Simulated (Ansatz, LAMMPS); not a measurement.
## Structural relaxation of glassy 57SiO2-43MgO (mol %) (59 atoms)

How does glassy 57SiO2-43MgO (mol %) (59 atoms) relax, and what do bonds, charges and levels look like afterwards?

Main program and level: Ansatz 0.2.0; Kohn-Sham DFT, PBE, PAW (set soft_2), plane waves.

## (1) The structure

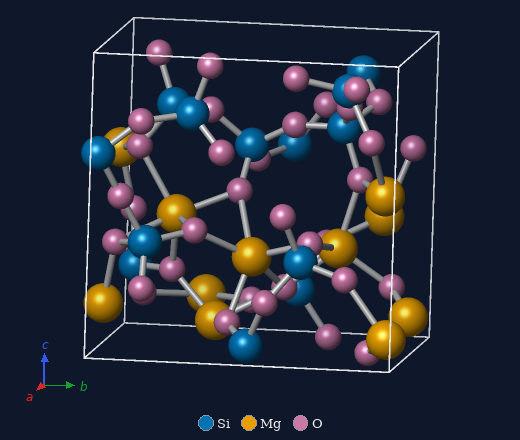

The starting structure, seen slightly off an axis (silicon blue, magnesium orange, oxygen pink). Bonds to atoms that aren't drawn are left out. Some periodic images of atoms are drawn too.

The cell holds 59 atoms: 13 Si, 10 Mg and 36 O. Its edges and angles: a = 9.068 Å, b = 9.068 Å, c = 9.068 Å, α = 90.0°, β = 90.0°, γ = 90.0°. 59 atoms (13 Si, 10 Mg, 36 O) placed at random at 2.46 g/cm³, melted at 4000 K for 10 ps at fixed volume with the Morse and Coulomb pair potential with partial charges (Pedone, Malavasi, Menziani, Cormack and Segre, J. Phys. Chem. B 110, 11780 (2006)). Quenched from 4000 K to 300 K at 5 K/ps and fixed volume, held 10 ps at zero pressure.

Limits known from the start: The quench rate of 5 K/ps far exceeds what a furnace or splat quench reaches, so expect more defects and frozen-in strain than in a real sample. The starting topology of bonds comes from the classical model. Sampling is at Γ alone, for a cell whose shortest periodic width is 9 Å.

## (2) Making the structure

A classical potential supplies the starting structure, since it reaches far longer times than DFT.

This step: classical MD, Morse and Coulomb pair potential with partial charges (Pedone, Malavasi, Menziani, Cormack and Segre, J. Phys. Chem. B 110, 11780 (2006)) (LAMMPS 22 Jul 2025 - Update 4).

Contents of in.lmp:

```
# melt-quench of Si13Mg10O36
units metal
atom_style charge
boundary p p p
region box block 0 9.2780 0 9.2780 0 9.2780
create_box 3 box
mass 1 28.0850   # Si
mass 2 24.3050   # Mg
mass 3 15.9990   # O
create_atoms 1 random 13 751743 NULL overlap 1.5 maxtry 2000
create_atoms 2 random 10 751750 NULL overlap 1.5 maxtry 2000
create_atoms 3 random 36 751757 NULL overlap 1.5 maxtry 2000
pair_style hybrid/overlay pedone 5.5 coul/long 8.0
pair_coeff * * coul/long
pair_coeff 1 3 pedone 0.340554 2.006700 2.100000 1   # Si-O
pair_coeff 2 3 pedone 0.038908 2.281000 2.586153 5   # Mg-O
pair_coeff 3 3 pedone 0.042395 1.379316 3.618701 22   # O-O
set type 1 charge 2.4
set type 2 charge 1.2
set type 3 charge -1.2
kspace_style pppm 1.0e-4
neigh_modify delay 0 every 1 check yes
thermo_style custom step time temp pe press density
thermo_modify norm yes
timestep 0.002
thermo 100
min_style cg
minimize 1e-4 1e-4 200 2000
reset_timestep 0
velocity all create 4000 751744 mom yes dist gaussian
fix lim all nve/limit 0.05
fix lan all langevin 4000 4000 0.2 751745 zero yes
thermo 500
run 1000 post no
# [... 7 lines left out ...]
fix md all nvt temp 4000 300 0.2
run 370000 post no
unfix md
thermo 1666
fix md all npt temp 300 300 0.2 iso 0 0 2
run 5000 post no
unfix md
write_dump all custom glass.dump id type xs ys zs modify sort id
```

Started as:

```
$ lmp -in in.lmp -log none -nocite
```

Numbers of over 12 decimals in the logs are rounded to 6 here.

Output:

```text
LAMMPS (22 Jul 2025 - Update 4)
Created orthogonal box = (0 0 0) to (9.278 9.278 9.278)
Created 13 atoms
Created 10 atoms
Created 36 atoms
PPPM initialization ...
  G vector (1/distance) = 0.38048549
  grid = 10 10 10
  estimated relative force accuracy = 6.1536558e-05
   Step          Time           Temp          PotEng         Press         Density
         0   0              0             -5.3140883      466927.08      2.4619618
        81   0.162          0             -14.2787        24744.619      2.4619618
Loop time of 0.0254394 s on 1 MPI rank(s) for 81 steps with 59 atoms
Minimization stats:
  Stopping criterion = energy tolerance
[... 17 lines left out ...]
[... 1 line left out ...]
Loop time of 1.0353 s on 1 MPI rank(s) for 5000 steps with 59 atoms
   Step          Time           Temp          PotEng         Press         Density
[... 12 lines left out ...]
Loop time of 72.9728 s on 1 MPI rank(s) for 370000 steps with 59 atoms
   Step          Time           Temp          PotEng         Press         Density
[... 1 line left out ...]
    376516   753.032        296.8894      -14.432183     -4282.2265      2.5882329
    378182   756.364        265.08807     -14.435339      5647.9428      2.6047745
    379848   759.696        308.15629     -14.431903      1541.148       2.6097161
    381000   762            275.59231     -14.427222      4523.5285      2.6368478
Loop time of 1.23167 s on 1 MPI rank(s) for 5000 steps with 59 atoms
```

It took 76 s on 1 thread of Intel Xeon 6975P-C (Granite Rapids), shared host; peak memory 0.068 GiB.

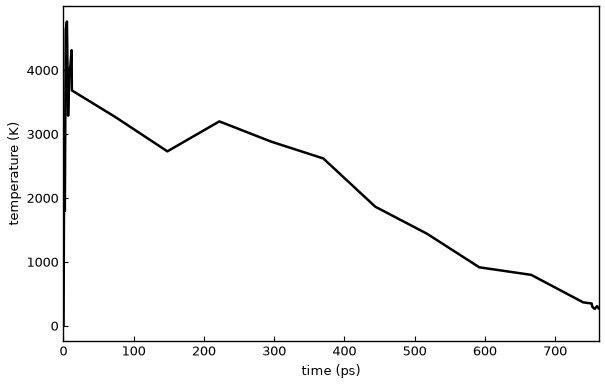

Temperature, plotted against time.

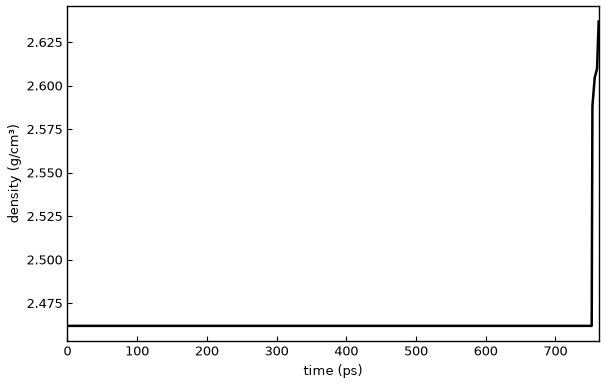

Density against time.

## (3) Single point at the start

The forces at the start show how far the geometry lies from a minimum of this functional.

Contents of input.yaml:

```yaml
crystal:
  lattice:
    - [9.06817, 0.0, 0.0]
    - [0.0, 9.06817, 0.0]
    - [0.0, 0.0, 9.06817]
  atoms:
    - { symbol: Si, position: [0.27602, 0.06575, 0.22663] }
    - { symbol: Si, position: [0.22274, 0.59355, 0.16217] }
    - { symbol: Si, position: [0.83644, 0.67791, 0.32574] }
    - { symbol: Si, position: [0.00728, 0.54166, 0.61118] }
    - { symbol: Si, position: [0.77727, 0.49864, 0.03785] }
    - { symbol: Si, position: [0.84581, 0.30897, 0.79721] }
    - { symbol: Si, position: [0.32776, 0.44242, 0.64193] }
    - { symbol: Si, position: [0.78168, 0.15928, 0.36235] }
    - { symbol: Si, position: [0.13259, 0.77489, 0.87177] }
    - { symbol: Si, position: [0.91489, 0.01454, 0.66191] }
    - { symbol: Si, position: [0.41378, 0.75358, 0.72443] }
    - { symbol: Si, position: [0.51908, 0.20756, 0.78651] }
    - { symbol: Si, position: [0.72617, 0.80535, 0.88066] }
    - { symbol: Mg, position: [0.281, 0.00732, 0.60898] }
    - { symbol: Mg, position: [0.08631, 0.85227, 0.39903] }
    - { symbol: Mg, position: [0.62478, 0.92154, 0.52917] }
    - { symbol: Mg, position: [0.42249, 0.34986, 0.07357] }
    - { symbol: Mg, position: [0.57885, 0.4841, 0.30594] }
    - { symbol: Mg, position: [0.92901, 0.97763, 0.09709] }
    - { symbol: Mg, position: [0.4177, 0.7458, 0.32684] }
    - { symbol: Mg, position: [0.02651, 0.2685, 0.11032] }
    - { symbol: Mg, position: [0.49863, 0.2236, 0.42488] }
    - { symbol: Mg, position: [0.56542, 0.00148, 0.13047] }
    - { symbol: O, position: [0.8736, 0.16331, 0.22095] }
    - { symbol: O, position: [0.87829, 0.36728, 0.96044] }
    - { symbol: O, position: [0.85876, 0.56682, 0.19028] }
    - { symbol: O, position: [0.64, 0.04365, 0.34137] }
    - { symbol: O, position: [0.06392, 0.9371, 0.62273] }
    - { symbol: O, position: [0.42987, 0.4189, 0.50242] }
    - { symbol: O, position: [0.50126, 0.14995, 0.94969] }
    - { symbol: O, position: [0.90851, 0.41702, 0.68159] }
    - { symbol: O, position: [0.91601, 0.15163, 0.77313] }
    - { symbol: O, position: [0.40165, 0.57192, 0.1896] }
    - { symbol: O, position: [0.19685, 0.69427, 0.00906] }
    - { symbol: O, position: [0.27746, 0.84777, 0.79537] }
    - { symbol: O, position: [0.78319, 0.89147, 0.72077] }
    - { symbol: O, position: [0.69643, 0.30862, 0.39759] }
    - { symbol: O, position: [0.05985, 0.64781, 0.75163] }
    - { symbol: O, position: [0.50254, 0.09625, 0.64317] }
    - { symbol: O, position: [0.7741, 0.63639, 0.91906] }
    - { symbol: O, position: [0.55704, 0.78784, 0.80607] }
    - { symbol: O, position: [0.42634, 0.81242, 0.55519] }
    - { symbol: O, position: [0.37082, 0.587, 0.71875] }
    - { symbol: O, position: [0.15714, 0.44036, 0.5779] }
    - { symbol: O, position: [0.90612, 0.83309, 0.28322] }
    - { symbol: O, position: [0.38244, 0.2001, 0.23033] }
    - { symbol: O, position: [0.63578, 0.41755, 0.09478] }
    - { symbol: O, position: [0.37123, 0.30983, 0.75621] }
    - { symbol: O, position: [0.37319, 0.92, 0.20308] }
    - { symbol: O, position: [0.18568, 0.67836, 0.31539] }
    - { symbol: O, position: [0.99024, 0.86337, 0.91836] }
    - { symbol: O, position: [0.14667, 0.07793, 0.12164] }
    - { symbol: O, position: [0.1738, 0.43606, 0.116] }
    - { symbol: O, position: [0.92519, 0.62687, 0.48218] }
    - { symbol: O, position: [0.66589, 0.29468, 0.7854] }
    - { symbol: O, position: [0.71116, 0.89094, 0.02524] }
    - { symbol: O, position: [0.84505, 0.08281, 0.51705] }
    - { symbol: O, position: [0.66237, 0.68398, 0.36502] }
    - { symbol: O, position: [0.22271, 0.04738, 0.40326] }
kpoints:
  mp_grid: { grid: [1, 1, 1] }
hamiltonian:
  xc: pbe
scf:
  occupations: { method: fermi_dirac, width: 0.025 }
output:
  forces: true
  stress: true
  populations: true
  dos:
    method: { smearing: { sigma: 0.1 } }
    de: 0.1
    projected: { site_lists: { Mg: [Mg], O: [O], Si: [Si] } }
  eigenvalues: true
```

Started as:

```
$ ansatz run input.yaml --threads 4 --pin off --max-ram 8192MiB --backend cpu --events-out ev --progress --plain --runs-dir out
```

Output:

```text
Engine: ansatz 0.2.0, x86_64-unknown-linux-gnu
Pseudopotentials: kind: paw
Pseudopotential: Si, paw, valence charge 4, recommended cutoff 420 eV (normal), Si.paw.azcp
Pseudopotential: Mg, paw, valence charge 10, recommended cutoff 420 eV (normal), Mg.paw.azcp
Pseudopotential: O, paw, valence charge 6, recommended cutoff 420 eV (normal), O.paw.azcp
[... 5 lines on functional and potentials left out ...]
Crystal: 59 atoms, lattice volume = 745.691 Å³
Basis set: ecut = 420 eV, 14531 PW (Γ), exchange–correlation on 128×128×128 points (8 copies of the dense FFT grid, shifted against one another)
Bands: 243, of which v1, the nominal top of the filled ones, is band 184 counted from 1 (183 counted from 0)
Symmetry: 1 space group operations
Space group: P1 (ITA 1), of the structure as read, at distance tolerance 9.1e-5 Å
k-points: 1
[... 7 lines on functional and potentials left out ...]
Initial density: superposition of atomic densities (neutral atoms: chi_scale 0, normalization atom), corrected by the library's trained network
Initial wavefunctions: pseudopotential atomic-orbital guess
Functional: x = pbe(κ = 0.804, μ = 0.219515), c = pbe(β = 0.066725)
SCF iter   1: F=—  HF=-47994.588952 eV  |F-HF|=—  |Δ(HF+E_count)|=         —  Δρ=2.17e-3  dr2=4.24e-2  ethr=1.77e-3  ⟨swp⟩=6.0  Hψ=1080  notcnv=0  defer=22
preconditioner: auto → Resta (q_TF=auto, 2.425 Å⁻¹)  ε∞=3.1  [insulator: Δε(μ)=3.706 eV  Ē_g=15.767 eV  σ=0.025 eV  W_gap=1.00  n_scr=178 (ndim 8)  ℏωp=23.1 eV  f_vac=0.136  D(μ)=0.00/eV (n_scr^D=0)  ε∞_Penn≈3.1]
SCF iter   2: F=—  HF=-47994.587110 eV  |F-HF|=—  |Δ(HF+E_count)|=   1.84e-3  Δρ=1.17e-3  dr2=1.01e-2  ethr=1.15e-5  ⟨swp⟩=2.0  Hψ=431  notcnv=0  defer=52
SCF iter   3: F=—  HF=-47994.588774 eV  |F-HF|=—  |Δ(HF+E_count)|=   1.66e-3  Δρ=4.77e-4  dr2=2.69e-3  ethr=2.75e-6  ⟨swp⟩=2.0  Hψ=310  notcnv=0  defer=52
SCF iter   4: F=—  HF=-47994.589264 eV  |F-HF|=—  |Δ(HF+E_count)|=   4.89e-4  Δρ=1.44e-4  dr2=1.72e-4  ethr=7.32e-7  ⟨swp⟩=2.0  Hψ=310  notcnv=0  defer=52
SCF iter   5: F=—  HF=-47994.589343 eV  |F-HF|=—  |Δ(HF+E_count)|=   7.95e-5  Δρ=8.77e-5  dr2=4.85e-5  ethr=4.68e-8  ⟨swp⟩=2.0  Hψ=375  notcnv=0  defer=52
SCF iter   6: F=—  HF=-47994.590271 eV  |F-HF|=—  |Δ(HF+E_count)|=   9.27e-4  Δρ=3.00e-5  dr2=5.87e-6  ethr=1.32e-8  ⟨swp⟩=2.0  Hψ=335  notcnv=0  defer=52
SCF iter   7: F=—  HF=-47994.590272 eV  |F-HF|=—  |Δ(HF+E_count)|=   1.11e-6  Δρ=9.31e-6  dr2=7.63e-7  ethr=1.60e-9  ⟨swp⟩=2.0  Hψ=362  notcnv=0  defer=52
SCF iter   8: F=—  HF=-47994.590272 eV  |F-HF|=—  |Δ(HF+E_count)|=   6.80e-7  Δρ=5.39e-6  dr2=1.87e-7  ethr=2.07e-10  ⟨swp⟩=2.0  Hψ=319  notcnv=0  defer=52
SCF iter   9: F=-47994.590272 eV  HF=-47994.590272 eV  |F-HF|=4.42e-9  |Δ(HF+E_count)|=   3.91e-8  Δρ=1.92e-6  dr2=2.51e-8  ethr=2.72e-11  ⟨swp⟩=13.0  Hψ=1288  notcnv=0
SCF 1 converged in 9 iterations: F = -47994.590272 eV  dr2 = 2.51e-8
  greatest PAW one-centre occupation: 1.000 electrons in one spin orbital (limit 2), on the Mg atom at site 21 (counted from 0), in its partial waves of l = 0
SCF converged after 9 iterations
Free energy (F): -47994.590272 eV
Harris-Foulkes:  -47994.590272 eV  (|F-HF|=4.42e-9)
Internal energy: -47994.590272 eV  (E = F + TS)
E sigma→0 (E₀):  -47994.590272 eV
Fermi energy:    5.945463 eV
--- Per-component energies (eV) ---
  E_band       = -4424.601506
  E_kinetic    = 7792.852848
  E_local      = -35724.645447  (includes V_loc(G=0)·N_el)
  E_nonlocal   = 3000.977714
  E_hartree    = 13285.177416
  E_xc         = -3706.093973
  E_vxc        = -4427.361281  (∫ρ·V_xc dr)
  E_paw        = -15314.934212  (= ΣΔE_a)
  E_vpaw       = -1636.865921  (= ΣTr[D̂ρ^β])
  E_aug_tail   = 0.091786  (compensation charges beyond the density's cutoff)
  E_ewald      = -17328.016405
  E_smearing   = -0.000000  (= −TS)
  E_closure    = -0.000000  (closes the sum)
  Σ components = -47994.590272   (vs F -47994.590272, Δ=0.00e0)
--- Forces (eV/Å), atoms counted from 1 ---
  atom   1  Si     1.05403968    -2.02327834     4.14180809
  atom   2  Si     0.74831784     1.91483263    -0.32128563
  atom   3  Si    -0.07013122     0.41572026     0.90655496
  atom   4  Si     3.18953729     0.67856899     2.53158575
  atom   5  Si     0.38230779     2.49606234     0.64003787
  atom   6  Si    -2.68150787    -0.52343572    -1.18496728
  atom   7  Si    -0.94443197    -2.42419866    -2.68285278
  atom   8  Si    -2.40409573    -0.70841279     2.53535911
  atom   9  Si    -2.97441965    -1.81118752    -1.67892807
  atom  10  Si    -0.55133565    -2.01550562     1.54540966
  atom  11  Si    -1.15479364     0.18263734    -1.25630549
  atom  12  Si    -2.48328864    -1.69979978    -0.48053899
  atom  13  Si     0.18508395    -1.08054250    -3.35000746
  atom  14  Mg    -0.08909993    -0.18836357    -0.03849869
[...]
atom  58  O     -1.28075749     0.26192870     0.24228548
  atom  59  O     -0.35216069    -0.70971939     0.06607659
  max |Σ_I F_I| component: 1.53e-4 eV/Å
--- Stress (GPa, compression-positive) ---
        6.588502       0.637035      -1.491564
        0.637036       6.985977       0.738129
       -1.491566       0.738126       2.484028
  P = ⅓ Tr σ = 5.3528 GPa (53.528 kbar)
--- Band table (eV) ---
  k-point 0: bands = ["-70.2662", "-69.9494", "-69.8805", "-69.7464", [... 227 levels ...], "14.4300", "14.5277", "14.5883", "14.6188", "14.6765", "14.7453", "14.8571", "14.9195", "14.9735", "15.0631", "15.1528", "15.2339"]
--- Löwdin populations: 59 sites ---
  site symbol       q [e]
     0     Si      2.4051
     1     Si      2.3583
     2     Si      2.3430
[...]
58      O      7.0997
  spilling = 0.011088 (of n_electrons = 368.000000)
```

Run time: 3.3 s. Hardware: 4 threads of Intel Xeon 6975P-C (Granite Rapids), shared host; peak memory 0.92 GiB.

The run gave:

```yaml
free_energy: -47994.5903 eV
free_energy_per_atom: -813.4676 eV/atom
scf_cycles: 9
pressure: 5.353 GPa
r_m_s_force_component: 1.45 eV/Å
longest_force: 5.881 eV/Å
fermi_energy: 5.945 eV
spacing_of_highest_filled_and_lowest_empty_level: 3.698 eV
spilling_of_the_projection: 0.01109
```

The r.m.s. force component of 1.4 eV/Å and the pressure of 5.4 GPa set the starting point.

Neighbours are counted within 2.08 Å (O-Si), 2.52 Å (O-Mg).

Length of the force by element and coordination:

| element | coordination | atoms | mean length of the force (eV/Å) | spread | least | most |
| --- | --- | --- | --- | --- | --- | --- |
| Mg | all | 10 | 1.02 | 0.543 | 0.212 | 1.95 |
| Mg | 4 | 3 | 1.35 | 0.489 | 0.748 | 1.95 |
| Mg | 5 | 7 | 0.880 | 0.503 | 0.212 | 1.89 |
| O | all | 36 | 2.20 | 1.18 | 0.435 | 5.88 |
| O | 2 | 13 | 2.09 | 0.976 | 0.435 | 4.05 |
| O | 3 | 19 | 2.44 | 1.34 | 0.795 | 5.88 |
| O | 4 | 4 | 1.45 | 0.290 | 1.05 | 1.75 |
| Si | all | 13 | 3.04 | 0.998 | 1.000 | 4.73 |

(Continued in part 2 of 3.)

[Logs are printed without paths, hosts, clocks, repeated set-up lines and the standing remarks that a program may print on its own settings, such as how far it seeks lower states.]

[Hosts, paths, dates, database ids (printed as entryN), source tags and the programs' standing remarks are cut or masked in the printed files.]
